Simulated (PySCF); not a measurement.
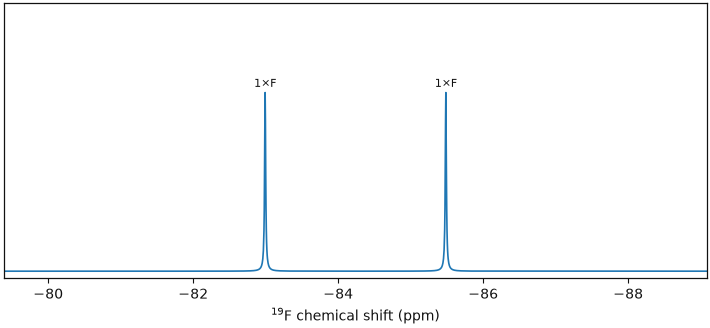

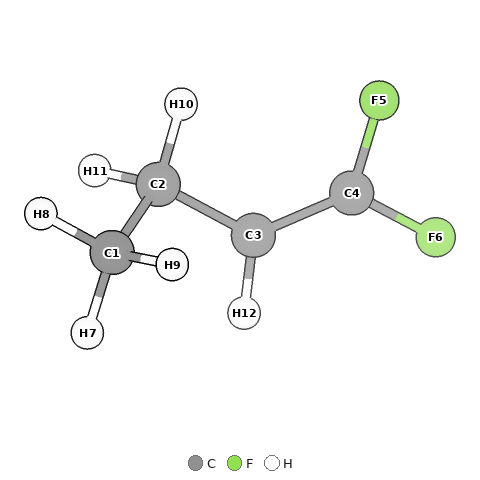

Spectrum and numbered structure of C₄H₆F₂, SMILES CCC=C(F)F. GIAO shifts, BHandHLYP/pcSseg-2, PySCF 2.14.0, at a PBE0-D3(BJ)/def2-SVP geometry (no frequency check), against CFCl₃ for ¹⁹F computed at the same level (¹⁹F: this reference is a hard case for the method, so all values can be off together by tens of ppm, and differences between signals are safer). Gas phase, fully decoupled, line heights follow the number of nuclei, widths are arbitrary (no quadrupolar broadening); values of one conformer, averaged over nuclei that symmetry or rotation about single bonds exchange, these motions taken as fast; other conformers aren't averaged in.

Which atoms give which ¹⁹F line?

```
δ (ppm)  nuclei  atoms
  −83.0       1     F6
  −85.5       1     F5
```

The order of signals that lie close, as those under 3 ppm apart, is within the error of the method.
